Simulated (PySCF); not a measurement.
Vertical excitations of a molecule C₂H₇GaO from TDDFT-CAM-B3LYP/def2-SVPD run with PySCF, as energy in eV (oscillator strength): 5.38 (0.000), 5.99 (0.082), 6.37 (0.003), 7.07 (0.012), 7.28 (0.059), 7.61 (0.000), 7.63 (0.059), 8.20 (0.006), 8.37 (0.012), 8.46 (0.084). Lowest triplet (TDA): 5.07 eV. The structure is a stationary point at TPSSh-D3(BJ)/def2-SVP. Other conformers were not sampled.

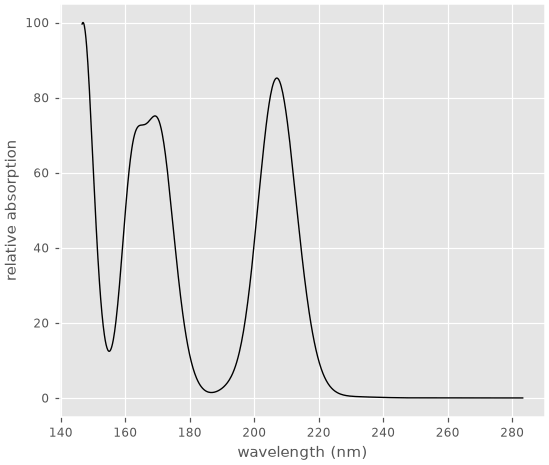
Fig. 1. The lines broadened by 0.4 eV.

Task: Pick the molecule that these values belong to.
(A) CC[O][GaH2]
(B) C[O][GaH][CH3]
(C) [CH3][Ga]([CH3])[OH]

Result: A, CC[O][GaH2]
